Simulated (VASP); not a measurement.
Band structure of BaZrO₃ (cubic perovskite). Method: PBEsol GGA, VASP's PBE PAW potentials (set 64) (plane waves; VASP).

Unless said otherwise, spin-orbit coupling is left out, though it shifts the bands of the heavy elements here.

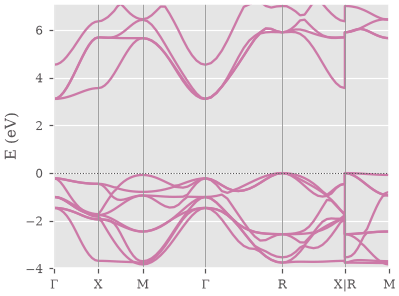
Figure. Bands along high-symmetry lines, zero at the valence-band maximum or, without a gap, the Fermi level

Q: Read the plot: is there a gap, and where are the band edges?

A: The gap is indirect, 3.11 eV, from the valence maximum at R to the conduction minimum at Γ. (Edges off the drawn lines would not show.)

The compound is BaZrO3 in the cubic perovskite structure. The cell was not relaxed at this level.
